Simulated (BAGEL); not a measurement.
**FCI/STO-3G (density fitting with cc-pvqz-jkfit) run of BrF (bromine fluoride)**

Aim: the energy change on altering one bond length of BrF (bromine fluoride) at FCI/STO-3G (density fitting with cc-pvqz-jkfit), from 2 runs. 

The results are computed with BAGEL 1.2.2.

20 further runs of the same task are left out: 4 that didn't finish, 16 set aside as unsound or not needed.

## (1) The structure to begin with

BrF: 2 atoms, total charge 0, spin state singlet. SMILES: `FBr`. Geometry: relaxed at PBE0-D4/def2-TZVP.

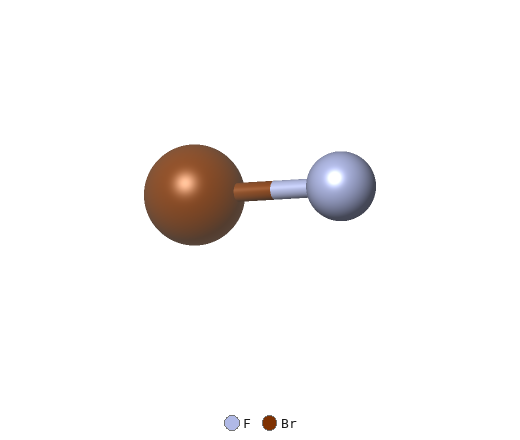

Viewed from a chosen angle; fluorine light blue, bromine brown.

## (2) A single-point energy at FCI/STO-3G (density fitting with cc-pvqz-jkfit)

Input file fci.json:

```json
{ "bagel": [

{
  "title": "molecule",
  "basis": "sto-3g",
  "df_basis": "cc-pvqz-jkfit",
  "angstrom": true,
  "geometry": [
    { "atom": "F", "xyz": [    0.000000,    0.000000,    0.023210 ] },
    { "atom": "Br", "xyz": [    0.000000,    0.000000,    1.776730 ] }
  ]
},
{ "title": "hf", "charge": 0 },
{ "title": "fci", "nstate": 1, "charge": 0, "ncore": 10 }

]}
```

Run with:

```console
$ BAGEL_NUM_THREADS=1 BAGEL fci.json > fci.out
```

The log of the run:

```text
* using 1 threads per process

  ===============================================================
  ===============================================================

  *** Geometry ***

  { "atom" : "F", "xyz" : [      0.000000,      0.000000,      0.043861 ] },
  { "atom" : "Br", "xyz" : [      0.000000,      0.000000,      3.357533 ] },

  Number of auxiliary basis functions:      324

  Since a DF basis is specified, we compute 2- and 3-index integrals:
    o Being stored without compression. Storage requirement is 0.001 GB

  Number of basis functions:       23
  Number of electrons      :       44

    * METHOD: MOLECULE                             0.05

  *** RHF ***

  === Nuclear Repulsion ===
    95.0606901324

      * DIIS with orbital gradients will be used.

  === RHF iteration (sto-3g) ===
      0      -2642.61476639          0.00824270           0.01
      1      -2642.62945152          0.00132757           0.01
      2      -2642.62979155          0.00021276           0.01
      3      -2642.62980151          0.00000454           0.01
      4      -2642.62980151          0.00000014           0.01
      5      -2642.62980151          0.00000002           0.01
      6      -2642.62980151          0.00000000           0.01
    * SCF iteration converged.

    * Permanent dipole moment:
           (    0.000000,     0.000000,    -0.028194) a.u.

    * METHOD: HF                                   0.09

  ---------------------------
        FCI calculation
  ---------------------------

  Performs exactly the same way as Knowles & Handy 1984 CPL

  o alpha-beta strings
      length:            26
  o size of the space
      determinant space:  169
      spin-adapted space: 91

  o single displacement lists (alpha)
      length:           312
  o single displacement lists (beta)
      length:           312

     guess   0:   closed 111111111111.        open .............

  === FCI iteration ===

      0  0     -2642.62980151     1.78e-02      0.00
      1  0     -2642.67360474     4.09e-03      0.00
      2  0     -2642.67567456     5.27e-04      0.00
      3  0     -2642.67570598     1.06e-04      0.00
      4  0     -2642.67570765     2.67e-05      0.00
      5  0     -2642.67570776     7.75e-06      0.00
      6  0     -2642.67570778     1.49e-06      0.00
      7  0     -2642.67570778     1.94e-07      0.00
      8  0     -2642.67570778     3.17e-08      0.00
      9  0     -2642.67570778     6.06e-09      0.00
     10  0     -2642.67570778     3.42e-10      0.00
     11  0 *   -2642.67570778     2.32e-11      0.00

     * ci vector, state   0, <S^2> = 0.0000
       222222222222.     0.9775752467
       222222222.222    -0.1910148151

    * METHOD: FCI                                  0.01

  ===============================================================
```

Run time: 0.3 s. Hardware: 1 thread of Arm Neoverse V2, shared host.

## (3) The distorted shape at the same level

Input file input.json:

```json
{ "bagel" : [

{
  "title" : "molecule",
  "basis" : "sto-3g",
  "df_basis" : "cc-pvqz-jkfit",
  "angstrom" : true,
  "geometry" : [
    { "atom" : "F", "xyz" : [    0.000000,    0.000000,   -0.853570 ] },
    { "atom" : "Br", "xyz" : [    0.000000,    0.000000,    1.776730 ] }
  ]
},
{
  "title" : "hf"
},
{
  "title" : "fci",
  "nstate" : 1,
  "ncore" : 10
}

]}
```

Run with:

```console
$ BAGEL_NUM_THREADS=1 BAGEL input.json > input.out
```

The log of the run:

```text
* using 1 threads per process

  ===============================================================
  ===============================================================

  *** Geometry ***

  { "atom" : "F", "xyz" : [      0.000000,      0.000000,     -1.613014 ] },
  { "atom" : "Br", "xyz" : [      0.000000,      0.000000,      3.357533 ] },

  Number of auxiliary basis functions:      324

  Since a DF basis is specified, we compute 2- and 3-index integrals:
    o Being stored without compression. Storage requirement is 0.001 GB

  Number of basis functions:       23
  Number of electrons      :       44

    * METHOD: MOLECULE                             0.05

  *** RHF ***

  === Nuclear Repulsion ===
    63.3733115466

      * DIIS with orbital gradients will be used.

  === RHF iteration (sto-3g) ===
      0      -2642.27726548          0.02021976           0.01
      1      -2642.30288381          0.01870552           0.01
      2      -2642.43552108          0.00079545           0.01
      3      -2642.43564829          0.00010081           0.01
      4      -2642.43565000          0.00002617           0.01
      5      -2642.43565015          0.00000548           0.01
      6      -2642.43565015          0.00000055           0.01
      7      -2642.43565015          0.00000000           0.01
    * SCF iteration converged.

    * Permanent dipole moment:
           (   -0.000000,     0.000000,     0.165899) a.u.

    * METHOD: HF                                   0.10

  ---------------------------
        FCI calculation
  ---------------------------

  Performs exactly the same way as Knowles & Handy 1984 CPL

  o alpha-beta strings
      length:            26
  o size of the space
      determinant space:  169
      spin-adapted space: 91

  o single displacement lists (alpha)
      length:           312
  o single displacement lists (beta)
      length:           312

     guess   0:   closed 1111111.1.111        open .......1.1...

  === FCI iteration ===

      0  0     -2642.60483943     2.52e-03      0.00
      1  0     -2642.60671524     4.17e-04      0.00
      2  0     -2642.60673719     1.11e-04      0.00
      3  0     -2642.60674077     4.62e-05      0.00
      4  0     -2642.60703414     4.61e-03      0.00
      5  0     -2642.61937154     2.37e-03      0.00
      6  0     -2642.62124388     1.26e-03      0.00
      7  0     -2642.62372464     2.23e-03      0.00
      8  0     -2642.62540746     8.34e-04      0.00
      9  0     -2642.62550811     1.04e-04      0.00
     10  0     -2642.62551039     2.55e-05      0.00
     11  0     -2642.62551050     5.43e-06      0.00
     12  0     -2642.62551050     1.07e-06      0.00
     13  0     -2642.62551050     1.14e-06      0.00
     14  0     -2642.62551050     2.33e-07      0.00
     15  0     -2642.62551050     2.34e-08      0.00
     16  0     -2642.62551050     2.97e-09      0.00
     17  0     -2642.62551050     7.29e-09      0.00
     18  0     -2642.62551050     8.84e-10      0.00
     19  0     -2642.62551050     2.01e-10      0.00
    ** throwing out 1 trial vectors **
     20  0 *   -2642.62551050     1.75e-11      0.00

     * ci vector, state   0, <S^2> = 0.0000
       222222222222.     0.8144140963
       22222222222.2    -0.5739599422

    * METHOD: FCI                                  0.01

  ===============================================================
```

Wall time 0.32 s (1 thread of Arm Neoverse V2, shared host).

## (4) Results

At FCI/STO-3G (density fitting with cc-pvqz-jkfit), 10 core orbitals frozen:

| quantity | value |
| --- | --- |
| first shape: total energy | -2642.67571 Eh |
| distorted shape: total energy | -2642.62551 Eh |
| energy change with the F1–Br2 bond stretched from 1.754 to 2.630 Å | 1.366 eV |

In words: With the F1–Br2 bond stretched from 1.754 to 2.630 Å the energy rises by 1.37 eV (31 kcal/mol). The first shape isn't relaxed at this level, so the change isn't measured from a minimum. The minimal basis adds a large error of its own.
